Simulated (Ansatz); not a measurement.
Stretching the Ge1–H2 bond in ClGeH (SMILES [Cl][GeH]) (multiplicity 1 held, fragments rigid). Energies count from the point at 1.606 Å.
Geometry at that point (charge 0, multiplicity 1):
```xyz
3

Ge     0.52862    -0.16249     0.50490
H      1.62035    -0.38333    -0.65158
Cl    -1.09037     0.32841    -0.91207
```

Restricted levels (R-, RO-) in cc, def2 and unpolarised 6-31G sets keep to the state of the molecule at rest. Unrestricted levels (U-) break spin symmetry where that is lower. Active spaces are followed from a long bond inwards. Curves can end on different states.

Cores are frozen in the correlated methods. Filled d and f shells under p-block atoms count as core.

Codes used: Ansatz (Gaussian orbitals). Values without a source in brackets are computed.

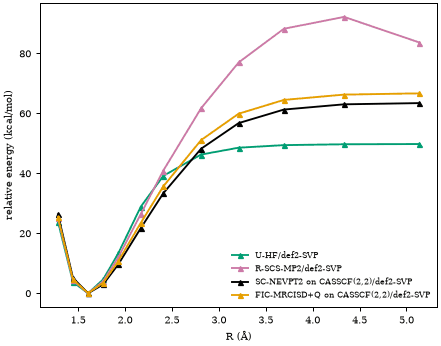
Figure: Relative energy along the coordinate

Question: Read off the U-HF/def2-SVP curve at R = 3.211.

Answer: about 49 kcal/mol

Doubts at one or more of the structures used: a spin-contaminated determinant (U-HF/def2-SVP); a restricted determinant that unrestricted orbitals would lower (R-SCS-MP2/def2-SVP).

Ansatz is a quantum-chemistry and plane-wave program.
